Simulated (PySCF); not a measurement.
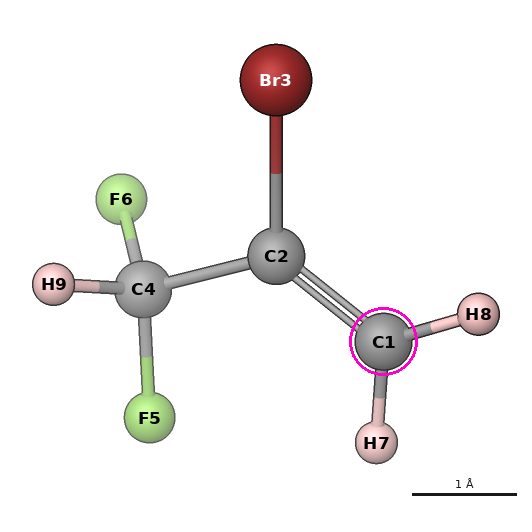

Orthographic view. Distant atoms are faded towards the background colour. Computed geometry: PBE0-D3(BJ)/def2-SVP optimisation. No frequency run is at hand to confirm it as a minimum.

Which atoms are bonded to the circled atom?

Answer. The circled atom is C1; it is bonded to C2, H7, H8.

Of C4 and H9, which is nearer the viewer?

Answer. H9; the bond to C4 points away from the viewer, so it looks shorter than its 1.10 Å.

Which atom is farthest from the viewer?

Answer. F6, 1.4 Å behind the mean position.

What is the shortest path along bonds from the circled atom to H9?

Answer. C1–C2–C4–H9, 3 bonds; through space the two are 3.24 Å apart.
